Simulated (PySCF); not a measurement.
# Os⁵⁰⁺, Os⁵¹⁺: ionisation energy in even-tempered 16s11p7d4f3g, part 2 of 2

Aim: the ionisation energy of osmium from differences of total energies, at each level of theory, and how far each lands from the tabulated value where there is one.

PySCF 2.14.0; even-tempered 16s11p7d4f3g, the non-relativistic Hamiltonian (point nucleus). The scripts are equivalent inputs of a driver's runs.

## 3. Os⁵¹⁺, method by method

UHF:

Input file input.py:

```python
from pyscf import gto, scf, dft, mp, cc
mol = gto.M(atom="Os 0 0 0", charge=51, spin=3, symmetry="D2h",
            basis=gto.etbs([(0, 16, 12, 2.5), (1, 11, 15, 2.5), (2, 7, 15, 2.5), (3, 4, 62, 2.7), (4, 3, 93, 2.7)]))
mf = scf.UHF(mol)
mf.irrep_nelec = {'Ag': (5, 4), 'B1g': (1, 1), 'B2g': (1, 0), 'B3g': (1, 0), 'B1u': (2, 2), 'B2u': (2, 2), 'B3u': (2, 2)}
mf.kernel()
```

What it wrote:

```text
damping factor = 0
level_shift factor = 0
DIIS = <class 'pyscf.scf.diis.CDIIS'>
diis_start_cycle = 1
diis_space = 10
diis_damp = 0
SCF conv_tol = 1e-09
SCF conv_tol_grad = None
number electrons alpha = 14  beta = 11
cycle= 1 E= -14150.6197581524  delta_E= -0.0107  |g|= 0.0496  |ddm|= 0.00864
cycle= 2 E= -14150.6197704483  delta_E= -1.23e-05  |g|= 0.00179  |ddm|= 0.000338
cycle= 3 E= -14150.6197704656  delta_E= -1.73e-08  |g|= 1.08e-05  |ddm|= 1.38e-05
cycle= 4 E= -14150.6197704656  delta_E= -9.09e-12  |g|= 2.45e-07  |ddm|= 1.17e-07
converged SCF energy = -14150.6197704656  <S^2> = 3.7501558  2S+1 = 4.0000779
```

CPU time 12 s on a shared host, the integrals not counted.

The occupied shells:

```
shell  electrons  mean orbital energy (eV)  spread (eV)  rms radius (bohr)
 1s α          1                  -70975.2            0             0.0230
 1s β          1                  -70974.5            0             0.0230
 2s α          1                  -14329.6            0             0.0905
 2s β          1                  -14297.7            0             0.0905
 2p α          3                  -13872.7            0             0.0778
 2p β          3                  -13842.8            0             0.0778
 3s α          1                   -5359.1            0              0.218
 3s β          1                   -5330.7            0              0.218
 3p α          3                   -5158.9            0              0.209
 3p β          3                   -5120.8            0              0.209
 3d α          5                   -4813.6        8.033              0.181
 3d β          2                   -4791.5            0              0.181
```

⟨S²⟩ = 3.750, ⟨L²⟩ = 12.00.

Spin-orbit constants on these orbitals (cm⁻¹; bare nucleus, screened nucleus, mean field): 3d 275500, 239200, 236600. To first order in LS coupling the lowest level has J = 9/2 and lies 44.0 eV below the centre of the term.

A non-relativistic calculation at this Z misses sizeable relativistic shifts. Spin-orbit coupling is strong in this species (close to jj coupling), so the high-spin LS determinant is a model state, not a physical level.

LDA:

input.py differs from the last one in:

```diff
@@ -3,3 +3,3 @@
             basis=gto.etbs([(0, 16, 12, 2.5), (1, 11, 15, 2.5), (2, 7, 15, 2.5), (3, 4, 62, 2.7), (4, 3, 93, 2.7)]))
-mf = scf.UHF(mol)
+mf = dft.UKS(mol, xc="LDA,VWN")
 mf.irrep_nelec = {'Ag': (5, 4), 'B1g': (1, 1), 'B2g': (1, 0), 'B3g': (1, 0), 'B1u': (2, 2), 'B2u': (2, 2), 'B3u': (2, 2)}
```

What it wrote:

```text
damping factor = 0
level_shift factor = 0
DIIS = <class 'pyscf.scf.diis.CDIIS'>
diis_start_cycle = 1
diis_space = 10
diis_damp = 0
SCF conv_tol = 1e-09
SCF conv_tol_grad = None
number electrons alpha = 14  beta = 11
XC functionals = LDA,VWN
    P. A. M. Dirac.,  Math. Proc. Cambridge Philos. Soc. 26, 376 (1930)
    F. Bloch.,  Z. Phys. 57, 545 (1929)
    S. H. Vosko, L. Wilk, and M. Nusair.,  Can. J. Phys. 58, 1200 (1980)
cycle= 1 E= -14142.1333344201  delta_E= -0.0187  |g|= 0.0531  |ddm|= 0.0561
cycle= 2 E= -14142.133339824  delta_E= -5.4e-06  |g|= 0.00489  |ddm|= 0.000704
cycle= 3 E= -14142.1333399274  delta_E= -1.03e-07  |g|= 0.000293  |ddm|= 8.09e-05
cycle= 4 E= -14142.1333399279  delta_E= -5e-10  |g|= 2.47e-06  |ddm|= 5.26e-06
converged SCF energy = -14142.1333399279  <S^2> = 3.7500275  2S+1 = 4.0000137
```

It used 1.8 s of CPU time after the integrals (shared host).

PBE:

Input file input.py:

```python
from pyscf import gto, scf, dft, mp, cc
mol = gto.M(atom="Os 0 0 0", charge=51, spin=3, symmetry="D2h",
            basis=gto.etbs([(0, 16, 12, 2.5), (1, 11, 15, 2.5), (2, 7, 15, 2.5), (3, 4, 62, 2.7), (4, 3, 93, 2.7)]))
mf = dft.UKS(mol, xc="PBE")
mf.irrep_nelec = {'Ag': (5, 4), 'B1g': (1, 1), 'B2g': (1, 0), 'B3g': (1, 0), 'B1u': (2, 2), 'B2u': (2, 2), 'B3u': (2, 2)}
mf.kernel()
```

What it wrote:

```text
damping factor = 0
level_shift factor = 0
DIIS = <class 'pyscf.scf.diis.CDIIS'>
diis_start_cycle = 1
diis_space = 10
diis_damp = 0
SCF conv_tol = 1e-09
SCF conv_tol_grad = None
number electrons alpha = 14  beta = 11
XC functionals = PBE
    J. P. Perdew, K. Burke, and M. Ernzerhof.,  Phys. Rev. Lett. 77, 3865 (1996)
    J. P. Perdew, K. Burke, and M. Ernzerhof.,  Phys. Rev. Lett. 78, 1396 (1997)
    J. P. Perdew, K. Burke, and M. Ernzerhof.,  Phys. Rev. Lett. 77, 3865 (1996)
    J. P. Perdew, K. Burke, and M. Ernzerhof.,  Phys. Rev. Lett. 78, 1396 (1997)
cycle= 1 E= -14150.792679216  delta_E= -0.0117  |g|= 0.0137  |ddm|= 0.0448
cycle= 2 E= -14150.7926796591  delta_E= -4.43e-07  |g|= 0.000605  |ddm|= 0.00027
cycle= 3 E= -14150.7926796611  delta_E= -1.94e-09  |g|= 8.22e-05  |ddm|= 1.33e-05
cycle= 4 E= -14150.7926796611  delta_E= -6.91e-11  |g|= 3.78e-07  |ddm|= 1.45e-06
converged SCF energy = -14150.7926796611  <S^2> = 3.7500384  2S+1 = 4.0000192
```

CPU time 2.4 s on a shared host, the integrals not counted.

PBE0:

Input file input.py:

```python
from pyscf import gto, scf, dft, mp, cc
mol = gto.M(atom="Os 0 0 0", charge=51, spin=3, symmetry="D2h",
            basis=gto.etbs([(0, 16, 12, 2.5), (1, 11, 15, 2.5), (2, 7, 15, 2.5), (3, 4, 62, 2.7), (4, 3, 93, 2.7)]))
mf = dft.UKS(mol, xc="PBE0")
mf.irrep_nelec = {'Ag': (5, 4), 'B1g': (1, 1), 'B2g': (1, 0), 'B3g': (1, 0), 'B1u': (2, 2), 'B2u': (2, 2), 'B3u': (2, 2)}
mf.kernel()
```

What it wrote:

```text
damping factor = 0
level_shift factor = 0
DIIS = <class 'pyscf.scf.diis.CDIIS'>
diis_start_cycle = 1
diis_space = 10
diis_damp = 0
SCF conv_tol = 1e-09
SCF conv_tol_grad = None
number electrons alpha = 14  beta = 11
XC functionals = PBE0
    C. Adamo and V. Barone.,  J. Chem. Phys. 110, 6158 (1999)
    M. Ernzerhof and G. E. Scuseria.,  J. Chem. Phys. 110, 5029 (1999)
cycle= 1 E= -14151.0958593337  delta_E= -0.00839  |g|= 0.0181  |ddm|= 0.0324
cycle= 2 E= -14151.0958604582  delta_E= -1.12e-06  |g|= 0.00034  |ddm|= 0.000291
cycle= 3 E= -14151.0958604587  delta_E= -5.77e-10  |g|= 3.25e-05  |ddm|= 7.67e-06
cycle= 4 E= -14151.0958604588  delta_E= -5.46e-12  |g|= 8.49e-07  |ddm|= 5.8e-07
converged SCF energy = -14151.0958604588  <S^2> = 3.7500589  2S+1 = 4.0000295
```

It used 4.5 s of CPU time after the integrals (shared host).

r2SCAN:

Input file input.py:

```python
from pyscf import gto, scf, dft, mp, cc
mol = gto.M(atom="Os 0 0 0", charge=51, spin=3, symmetry="D2h",
            basis=gto.etbs([(0, 16, 12, 2.5), (1, 11, 15, 2.5), (2, 7, 15, 2.5), (3, 4, 62, 2.7), (4, 3, 93, 2.7)]))
mf = dft.UKS(mol, xc="R2SCAN")
mf.irrep_nelec = {'Ag': (5, 4), 'B1g': (1, 1), 'B2g': (1, 0), 'B3g': (1, 0), 'B1u': (2, 2), 'B2u': (2, 2), 'B3u': (2, 2)}
mf.kernel()
```

What it wrote:

```text
damping factor = 0
level_shift factor = 0
DIIS = <class 'pyscf.scf.diis.CDIIS'>
diis_start_cycle = 1
diis_space = 10
diis_damp = 0
SCF conv_tol = 1e-09
SCF conv_tol_grad = None
number electrons alpha = 14  beta = 11
XC functionals = R2SCAN
    J. W. Furness, A. D. Kaplan, J. Ning, J. P. Perdew, and J. Sun.,  J. Phys. Chem. Lett. 11, 8208-8215 (2020)
    J. W. Furness, A. D. Kaplan, J. Ning, J. P. Perdew, and J. Sun.,  J. Phys. Chem. Lett. 11, 9248-9248 (2020)
    J. W. Furness, A. D. Kaplan, J. Ning, J. P. Perdew, and J. Sun.,  J. Phys. Chem. Lett. 11, 8208-8215 (2020)
    J. W. Furness, A. D. Kaplan, J. Ning, J. P. Perdew, and J. Sun.,  J. Phys. Chem. Lett. 11, 9248-9248 (2020)
cycle= 1 E= -14151.7815839376  delta_E= -0.00952  |g|= 0.0201  |ddm|= 0.0264
cycle= 2 E= -14151.7815850527  delta_E= -1.12e-06  |g|= 0.000329  |ddm|= 0.000171
cycle= 3 E= -14151.781585053  delta_E= -3.38e-10  |g|= 6.4e-06  |ddm|= 3.36e-06
converged SCF energy = -14151.781585053  <S^2> = 3.7500773  2S+1 = 4.0000386
```

CPU time 5 s on a shared host, the integrals not counted.

r2SCAN0:

Input file input.py:

```python
from pyscf import gto, scf, dft, mp, cc
mol = gto.M(atom="Os 0 0 0", charge=51, spin=3, symmetry="D2h",
            basis=gto.etbs([(0, 16, 12, 2.5), (1, 11, 15, 2.5), (2, 7, 15, 2.5), (3, 4, 62, 2.7), (4, 3, 93, 2.7)]))
mf = dft.UKS(mol, xc="HYB_MGGA_XC_R2SCAN0")
mf.irrep_nelec = {'Ag': (5, 4), 'B1g': (1, 1), 'B2g': (1, 0), 'B3g': (1, 0), 'B1u': (2, 2), 'B2u': (2, 2), 'B3u': (2, 2)}
mf.kernel()
```

What it wrote:

```text
damping factor = 0
level_shift factor = 0
DIIS = <class 'pyscf.scf.diis.CDIIS'>
diis_start_cycle = 1
diis_space = 10
diis_damp = 0
SCF conv_tol = 1e-09
SCF conv_tol_grad = None
number electrons alpha = 14  beta = 11
XC functionals = HYB_MGGA_XC_R2SCAN0
    M. Bursch, H. Neugebauer, S. Ehlert, and S. Grimme.,  J. Chem. Phys. 156, 134105 (2022)
cycle= 1 E= -14151.8401858267  delta_E= -0.0083  |g|= 0.0246  |ddm|= 0.0199
cycle= 2 E= -14151.8401880262  delta_E= -2.2e-06  |g|= 0.000516  |ddm|= 0.000284
cycle= 3 E= -14151.8401880272  delta_E= -1.05e-09  |g|= 1.6e-05  |ddm|= 4.91e-06
cycle= 4 E= -14151.8401880272  delta_E= 5.46e-12  |g|= 1.02e-06  |ddm|= 2.1e-07
converged SCF energy = -14151.8401880272  <S^2> = 3.7500924  2S+1 = 4.0000462
```

CPU time 8.5 s on a shared host, the integrals not counted.

TPSSh:

Input file input.py:

```python
from pyscf import gto, scf, dft, mp, cc
mol = gto.M(atom="Os 0 0 0", charge=51, spin=3, symmetry="D2h",
            basis=gto.etbs([(0, 16, 12, 2.5), (1, 11, 15, 2.5), (2, 7, 15, 2.5), (3, 4, 62, 2.7), (4, 3, 93, 2.7)]))
mf = dft.UKS(mol, xc="TPSSH")
mf.irrep_nelec = {'Ag': (5, 4), 'B1g': (1, 1), 'B2g': (1, 0), 'B3g': (1, 0), 'B1u': (2, 2), 'B2u': (2, 2), 'B3u': (2, 2)}
mf.kernel()
```

What it wrote:

```text
damping factor = 0
level_shift factor = 0
DIIS = <class 'pyscf.scf.diis.CDIIS'>
diis_start_cycle = 1
diis_space = 10
diis_damp = 0
SCF conv_tol = 1e-09
SCF conv_tol_grad = None
number electrons alpha = 14  beta = 11
XC functionals = TPSSH
    V. N. Staroverov, G. E. Scuseria, J. Tao, and J. P. Perdew.,  J. Chem. Phys. 119, 12129 (2003)
cycle= 1 E= -14151.4343056894  delta_E= -0.00735  |g|= 0.0226  |ddm|= 0.0317
cycle= 2 E= -14151.4343081856  delta_E= -2.5e-06  |g|= 0.00258  |ddm|= 0.000334
cycle= 3 E= -14151.4343082204  delta_E= -3.48e-08  |g|= 0.00014  |ddm|= 4.81e-05
cycle= 4 E= -14151.4343082205  delta_E= -9.46e-11  |g|= 1.01e-06  |ddm|= 2.23e-06
converged SCF energy = -14151.4343082205  <S^2> = 3.7500585  2S+1 = 4.0000292
```

CPU time 8.6 s on a shared host, the integrals not counted.

MP2 (outer shells):

Input file input.py:

```python
from pyscf import gto, scf, dft, mp, cc
mol = gto.M(atom="Os 0 0 0", charge=51, spin=3, symmetry="D2h",
            basis=gto.etbs([(0, 16, 12, 2.5), (1, 11, 15, 2.5), (2, 7, 15, 2.5), (3, 4, 62, 2.7), (4, 3, 93, 2.7)]))
mf = scf.UHF(mol)
mf.irrep_nelec = {'Ag': (5, 4), 'B1g': (1, 1), 'B2g': (1, 0), 'B3g': (1, 0), 'B1u': (2, 2), 'B2u': (2, 2), 'B3u': (2, 2)}
mf.kernel()
mp.UMP2(mf, frozen=5).kernel()
```

This step left no log, only its results.

CPU time 3.6 s on a shared host, the integrals not counted.

With 15 electrons correlated, the MP2 correlation energy is -0.57774 hartree (-0.19377 same spin, -0.38397 opposite spin); the SCS form gives -0.52536. Largest pairs of shells: 3p-3d -0.2355, 3d-3d -0.1819, 3p-3p -0.0790, 3s-3d -0.0397, 3s-3p -0.0365.

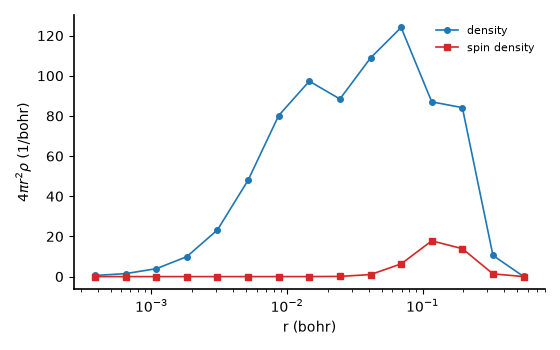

Radial density 4πr²ρ of Os⁵¹⁺ at UHF, at 15 stored radii joined by straight lines.

## 4. How the shells move

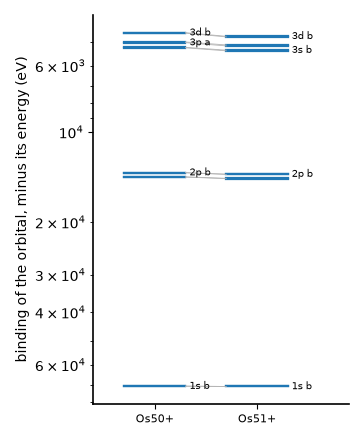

Hartree-Fock orbital energies of the states on a logarithmic scale (a, b: spin up and down; * marks an excited configuration).

## 5. The energy differences

Ionisation energy: Os⁵⁰⁺ [Ar] 3d8 (3F) → Os⁵¹⁺ [Ar] 3d7 (4F).

```
                method  value (eV)  less the reference (eV)  CPU time, both states (s)
                   UHF      4653.6                    +18.6                         25
                   LDA      4653.5                    +18.5                        3.6
                   PBE      4653.5                    +18.5                        4.7
                  PBE0      4654.1                    +19.1                        9.1
                r2SCAN      4655.5                    +20.5                         11
               r2SCAN0      4655.6                    +20.6                         17
                 TPSSh      4652.1                    +17.1                         17
    MP2 (outer shells)      4655.0                    +20.0                         32
SCS-MP2 (outer shells)      4654.9                    +19.9                         32
```

Reference: 4635 ± 4 eV (theoretical estimate listed by NIST; NIST Atomic Spectra Database, ionization energies). Spin-orbit coupling is strong in these open shells (close to jj coupling). The scalar numbers leave it out, so it can dominate the gap to the real levels. The calculation is non-relativistic, so it cannot be held against the reference.

Times are CPU seconds on a shared host without the integrals; correlated rows include their Hartree-Fock run, whose time holds the symmetry-adapted start and any spin-orbit constants, while functionals begin from orbitals already made.

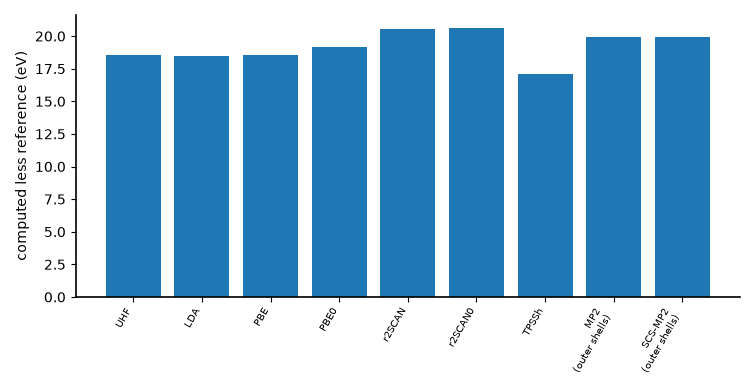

Computed less reference values by method, where the reference is not like for like or is itself uncertain.

## 6. Results

What follows sums up all 2 parts.

| quantity | value |
| --- | --- |
| ionisation energy, Os⁵⁰⁺ | UHF 4653.6, MP2 (outer shells) 4655.0 eV; reference 4635 ± 4 |

What this shows: The methods span 3.525 eV, from TPSSh (4652.1) to r2SCAN0 (4655.6). The reference is uncertain or not like for like (spin-orbit coupling or other relativistic terms), so no ranking of close methods is drawn. The basis is finite, and no extrapolation was made.
